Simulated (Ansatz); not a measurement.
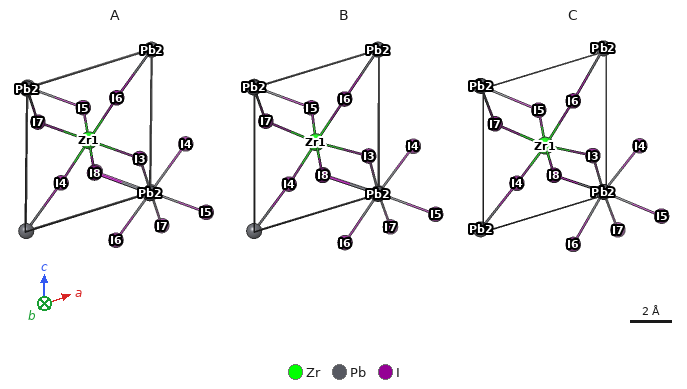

3 geometries from one relaxation of crystalline ZrPbI$_{6}$ (built on the MgTiF6-148 type type), in shuffled order. A ball-and-stick model of the cell of the calculation, reduced to other axes, seen along the b axis. Lengths and directions refer to the drawn axes.

Case: shaken.

The calculation used DFT, PBEsol, plane waves, PAW (Ansatz 0.2.0). (plane-wave cutoff 420 eV; k-point mesh 4 × 4 × 4; occupations fermi dirac; smearing width 0.05 eV; no spin polarisation; cell and atoms relaxed; force threshold 0.01 eV/Å; at most 120 steps)

Q: Put them in the order of the run, from the start to the converged end.

A: C, B, A. They are steps 0, 1, 5, at +0.690 eV per cell of the calculation, +68.9 meV per cell of the calculation relative to the last. The atom that moves furthest relative to the cell is I3 (0.27 Å roughly along [2 1 −3]). By element the largest moves are I 0.27 Å, Zr 0.21 Å, Pb 0.20 Å. Cell: a 7.249 → 7.367 Å (+1.6 %), b 7.345 → 7.365 Å (+0.3 %), c 7.896 → 7.931 Å (+0.4 %), α 63.2° → 62.3°, β 63.3° → 62.3°, γ 60.5° → 60.0°. Volume +0.7 %. Near-neighbour distances that change, for instance: Pb2–I7 3.545 → 3.198 Å, Pb2–I8 2.893 → 3.198 Å, Zr1–I3 2.595 → 2.841 Å, Pb2–I5 3.360 → 3.197 Å. Bond angles that change, for instance: I3–Zr1–I7 166.4° → 179.9°, I4–Zr1–I8 101.6° → 91.4°, Zr1–I4–Pb2 118.4° → 127.2°. The space group (tolerance 0.01 Å) goes from P1 (No. 1) to R-3 (No. 148). The energy falls by 0.690 eV per cell of the calculation in 4 accepted moves (5 points after the start). The largest force component goes from 1.8 to 0.0021 eV/Å. The pressure goes from 1.46 to 0.03 GPa. The SCF was repeated once at an unchanged geometry on a basis and grid sized afresh for the cell, which shifted the energy by 0.3 meV per cell of the calculation at most. The run took 2.4 min on 4 threads of Arm Neoverse V1 (shared host), peak memory 1.2 GiB.
